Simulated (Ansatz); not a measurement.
```xyz
7

F    -2.4619    1.2982   -1.1361
F    -0.8948   -0.0930    0.2759
Si   -2.5009   -0.2596   -0.7053
Si    0.4375    1.0261    0.8015
H     0.9953    1.4561   -0.5098
H     1.2688    0.0926    1.6062
H    -0.3254    2.0593    1.5537
```

Geometry: PBE-D3(BJ)/def2-SVP.

These are results of isolated molecule in a Gaussian basis; Kohn-Sham density functional theory, functional PBE0 in Ansatz, not measurements.

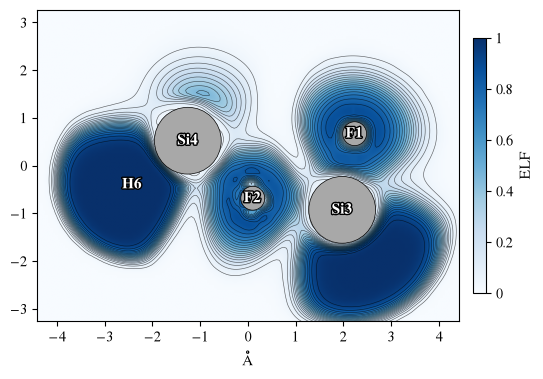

F₂H₃Si₂ (charge +1). ELF on the plane of atoms F1, Si3 and F2. Grey discs cover the atomic cores.

Q: What does the map show?

A: The section cuts through F, Si and H sites.
Si–F (1.62 Å): the ELF peaks at about 0.85 in the valence shell of F, 0.6 Å from its nucleus, and is about 0.40 at the midpoint.
Si–H (1.49 Å): the ELF climbs to about 1 towards the hydrogen, as it does in any bond to H.
Si–F (1.82 Å): the ELF peaks at about 0.85 in the valence shell of F, 0.5 Å from its nucleus, and is about 0.50 at the midpoint.
The ELF also peaks beside Si3, F2 and F1, away from the bonds: lone-pair regions.
